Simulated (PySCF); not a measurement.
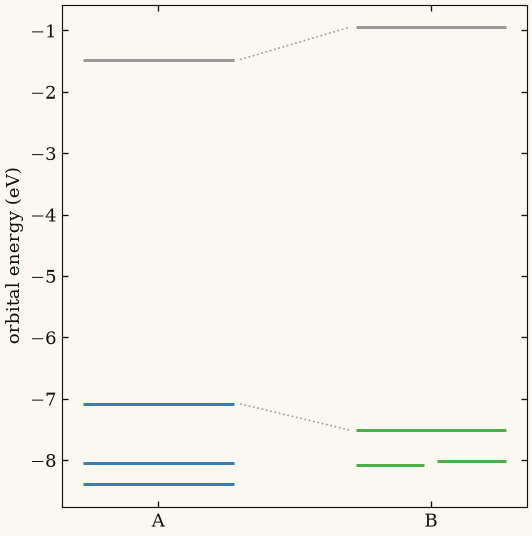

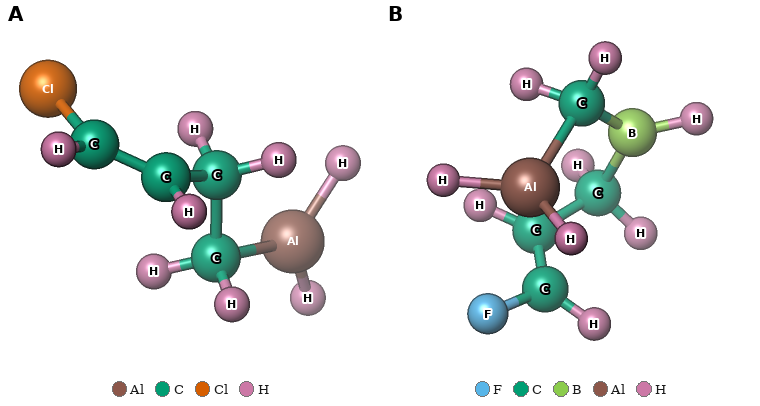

Related molecules: A is C₄H₈AlCl, SMILES [AlH2][CH2]C/C=C\Cl, singlet; B is C₄H₉AlBF, SMILES F/C=C/CB[CH2][AlH2], singlet. Frontier orbital energies, PBE0/def2-SVPD with PySCF 2.14.0, at a GFN2-xTB geometry (no frequency check); drawn are at most three filled levels and, in grey, the LUMO with any level within 0.03 eV of it; dotted lines join the HOMOs and the LUMOs.

Q: What does the change do to the frontier levels?

A: From A to B the HOMO falls by 0.43 eV and the LUMO rises by 0.52 eV, so the separation goes from 5.61 to 6.56 eV.

Limits of at least one run: one conformer of a flexible molecule; the tight-binding geometry is rougher than a DFT one and adds to the error.
